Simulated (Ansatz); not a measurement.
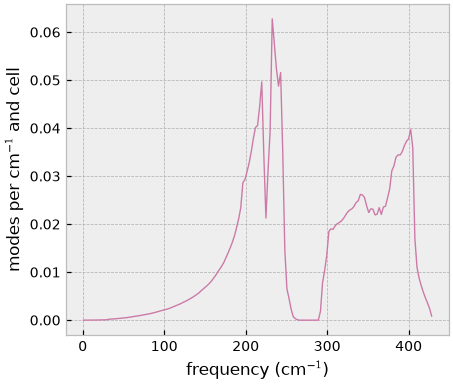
Figure: Phonon density of states of AlCo (CsCl type, Pm-3m), 2 atoms a cell, plane-wave PAW LDA (Ansatz code)

**Question.** Estimate the mean frequency and the zero-point energy.

**Answer.** The mean is about 280 cm⁻¹, and (3/2)ħ⟨ω⟩ gives 52.6 meV/atom.

**Question.** What share of the Dulong–Petit heat capacity is reached at 100 K and at 300 K?

**Answer.** 33 % and 85 %.

The cell was relaxed with LDA under the symmetry of its start. The run is not spin-polarised. As this level gives no gap, phonon frequencies hold no LO–TO term and depend on the k-mesh and smearing (Fermi–Dirac, 0.1 eV here).

Potentials: the earlier of the program's two PAW sets. The files were generated under PBE; for other functionals the program regenerates the frozen cores, and for LDA and PBEsol the local potential too.
